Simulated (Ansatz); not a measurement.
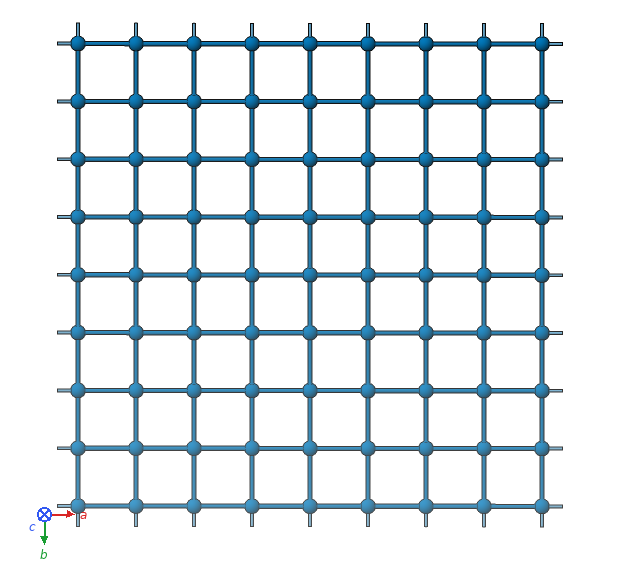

The picture shows a finite piece of the underlying net of a crystal structure, nodes on the atoms' positions. Nodes are coloured by topological kind. One layer is drawn. Short stubs are edges that leave the cut-out.

Q: What net is this?

A: A uninodal 4-connected, two-periodic (layers) net. It is the sql net, known from the square lattice.

Q: Give point symbol and coordination sequence.

A: 4^4.6^2, sequence 4, 8, 12, 16, 20, 24.

Where the net comes from. System B₅O (space group P4/mmm, No. 123); source of the atomic positions: the geometry relaxed with Ansatz, DFT PBE, scalar-relativistic, plane waves, PAW; the starting structure was generated, so it need not be a known form of this composition. Bonds are taken as B–B below 1.7 Å and B–O below 1.7 Å. The graph is simplified in the usual way: terminal and isolated atoms are pruned, two-connected atoms become edges. O is a 4-connected node. B(4l) becomes part of the edges. B(1b) drops out.
